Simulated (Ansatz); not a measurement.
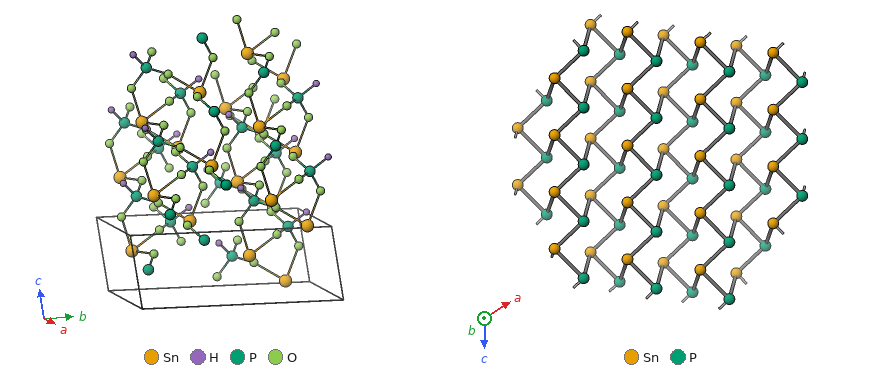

Left: the structure. Right: its underlying net. Nodes are coloured by element. One layer is drawn. Edges to nodes outside the piece are drawn as stubs.

SnPHO₃ (space group Cc, No. 9). Coordinates: the geometry relaxed with DFT, r2SCAN+rVV10, plane waves, PAW (Ansatz).

Bonds are taken as H–P below 1.6 Å, O–P below 1.7 Å and O–Sn below 2.5 Å. Atoms with one bond or none are removed and atoms with two bonds are replaced by edges, until no such atom is left.

The result is a uninodal 3-connected, two-periodic (layers) net: Sn and P are 3-connected nodes. O becomes part of the edges. H drops out. It is the hcb net, known from graphene. The layers lie parallel to (010).

```csv
node,links,point symbol,coordination sequence
Sn and P,3,6^3,3 6 9 12 15 18 21 24 27 30
```
